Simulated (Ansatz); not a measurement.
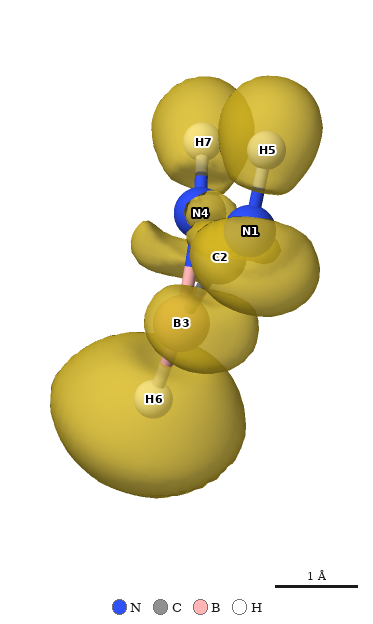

The picture shows: CH₃BN₂ (SMILES N=C1BN1). Isosurface of the electron localisation function at 0.85 (yellow), seen at an oblique angle. Only the valence region is drawn (cores and ρ < 0.01 e/Å³ removed).

Geometry: PBE0-D4/def2-TZVP.

Method: Ansatz 0.2.0, RKS PBE0-D4/def2-TZVPP.

```yaml
atoms:
  - { symbol: N, position_ang: [-1.3879, 0.6209, -0.8624] }
  - { symbol: C, position_ang: [-0.4939, 0.2178, -0.0781] }
  - { symbol: B, position_ang: [0.2654, -0.1231, 1.1837] }
  - { symbol: N, position_ang: [0.7868, -0.3624, -0.0732] }
  - { symbol: H, position_ang: [-1.1249, 0.4994, -1.8405] }
  - { symbol: H, position_ang: [0.5147, -0.2331, 2.3343] }
  - { symbol: H, position_ang: [1.5010, -0.6875, -0.7094] }
```

Q: Describe the localisation domains.

A: The ELF exceeds this value in one region between bonded B–N atoms (shared pairs), two regions between bonded C–N atoms (shared pairs), three regions around hydrogen nuclei, one region on B in which the atom's valence shell and bonds are merged and one lobe on N, pointing away from the bonds (lone pairs).

Values along the shortest contacts:
C–N (1.26 Å): the ELF peaks at about 0.90 between the atoms; a short, multiple covalent bond. B–N (1.38 Å): the ELF peaks at about 0.85 between the atoms: a polar covalent bond.
